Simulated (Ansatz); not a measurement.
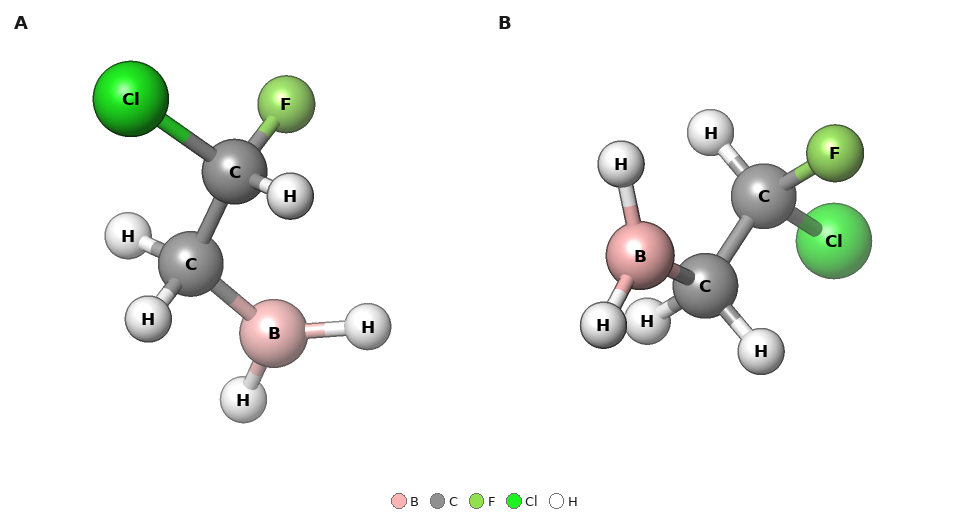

Depth is shown by fading: the farther an atom, the more it takes the colour of the background. Computed geometry: PBE-D4/def2-SVP optimisation. No frequency run is at hand to confirm it as a minimum.

Question: How are A and B related: the same structure turned, mirror images, conformers, diastereomers or constitutional isomers?

Answer: They are the same structure, C2H5BClF (BC[C@@H](F)Cl), seen from two directions: a rotation takes one into the other. The geometry is chiral (C1), so its mirror image would differ.
